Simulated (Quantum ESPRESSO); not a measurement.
# Changing the functional: LDA, PseudoDojo norm-conserving against PBE, 14 surfaces

How far does the work function move when only the functional, its files and their cutoffs are swapped on fixed atoms, and is the shift the same for all surfaces?

**Method.** Quantum ESPRESSO 7.5 (pw.x, pp.x): slabs at the tabulated lattice constant, outer layers relaxed under PBE by Ansatz 0.2.0 (PAW) or by pw.x, 16 to 19 Å of vacuum, cold smearing of 0.02 Ry, SCF threshold 1e-7 Ry, k-spacings of 0.17 to 0.35 Å⁻¹ (2π included); slabs of magnetic metals were started with moments, and † marks those that keep one. The work function is the vacuum level of the electrostatic potential less the Fermi level. Covered slabs use open boundaries (ESM, bc1). The reference is PBE with GBRV ultrasoft files; atoms and mesh stay.

Results:

```
                                                 surface  PBE, GBRV (eV)  LDA, PseudoDojo norm-conserving (eV)  shift (eV)  cutoff (Ry), new and old  CPU time, new over old
                                       Ba(110), 5 layers            2.41                                  2.57       +0.16                    36, 40                     0.6
                         K(110), 5 layers + Li on hollow            2.78                                  2.84       +0.06                    66, 40                     0.7
Ca(100), 5 layers + O on bridge, sunk into the top layer            2.86                                  2.96       +0.09                    72, 40                     3.6
                                       Li(100), 7 layers            2.98                                  3.06       +0.08                    66, 40                     1.9
Al(100), 5 layers + C on hollow, sunk into the top layer            3.23                                  3.53       +0.31                    74, 40                     2.9
                                       Y(0001), 6 layers            3.29                                  3.45       +0.16                    60, 40                     1.7
                        Na(100), 5 layers + Ti on hollow            3.35                                  3.53       +0.18                    76, 40                     3.9
                          Re(0001), 4 layers + Se on hcp            3.42                                  3.75       +0.33                    78, 40                     2.2
                                      Sc(0001), 6 layers            3.52                                  3.66       +0.14                    70, 40                     2.2
                          Os(0001), 4 layers + Na on top            3.75                                  3.85       +0.10                    76, 40                     1.7
                          Be(0001), 4 layers + Ga on top            3.78                                  4.06       +0.28                    76, 40                     0.8
                         Al(100), 5 layers + H on hollow            3.92                                  4.15       +0.22                    64, 40                     2.1
                                       Mo(100), 7 layers            3.93                                  4.20       +0.27                    72, 40                     2.4
                           Zr(0001), 4 layers + F on fcc            4.10                                  4.46       +0.36                    72, 40                     1.8
```

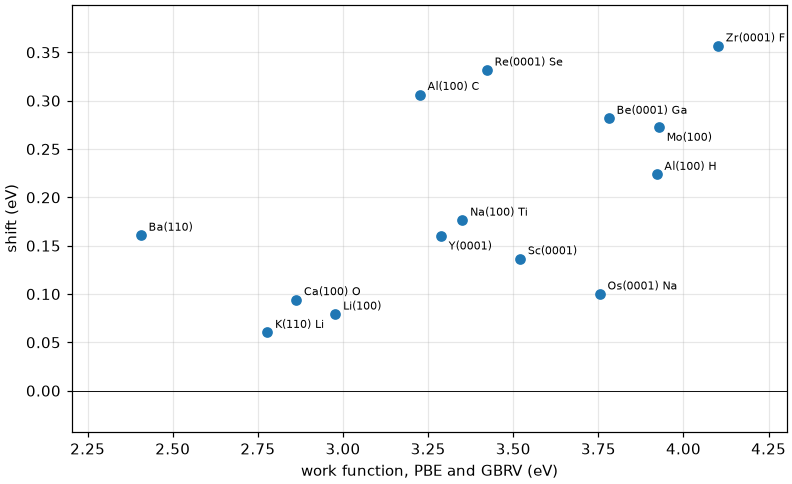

Shift of the work function against its PBE value.

What this shows: The shift runs from +0.06 eV (K(110), 5 layers + Li on hollow) to +0.36 eV (Zr(0001), 4 layers + F on fcc), with a median of +0.17 eV. It is not rigid: the spread is 0.30 eV. The new level costs 2.0 times the reference's CPU time in the median.

Caveats: Rows were grouped by their PBE work function; over all 31 surfaces run at this level the shift spans +0.04 to +0.42 eV. Levels carry 0.01 to 0.02 eV of SCF slack. CPU times come from shared hosts of several kinds and are rough.

[Logs are printed without paths, hosts, clocks, repeated set-up lines and the standing remarks that a program may print on its own settings, such as how far it seeks lower states.]
